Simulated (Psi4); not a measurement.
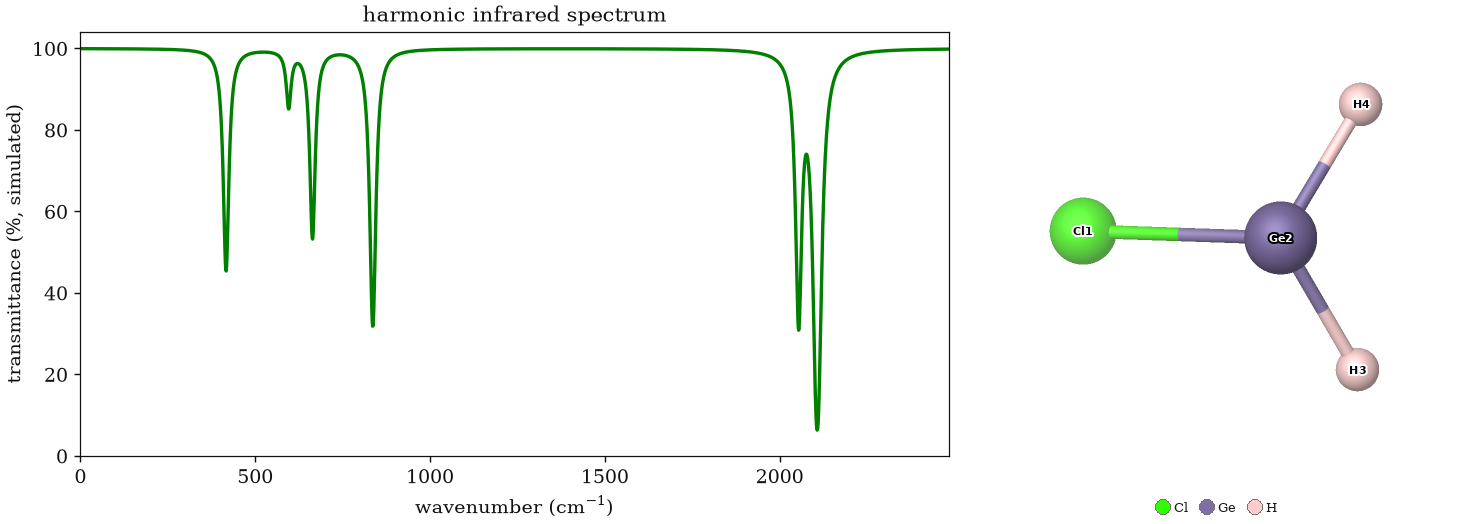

Infrared spectrum of GeH₂Cl, SMILES [Cl][GeH2], doublet. Unscaled harmonic wavenumbers and double-harmonic intensities, r2SCAN/def2-SVP with Psi4, at a geometry relaxed at this level, isolated molecule. Lorentzian lines of 16 cm⁻¹ full width. Close modes add up in the curve.

Question: Which lines are the most intense?

Answer: 2107.4 cm⁻¹ (153.6 km/mol), 836.2 cm⁻¹ (64.4 km/mol) and 2054.3 cm⁻¹ (62.6 km/mol).

Question: List the modes.

Answer:
| cm⁻¹ | km/mol |
| --- | --- |
| 416.5 | 44.3 |
| 595.6 | 8.4 |
| 663.8 | 35.2 |
| 836.2 | 64.4 |
| 2054.3 | 62.6 |
| 2107.4 | 153.6 |

Known limits of this run: double-zeta basis.
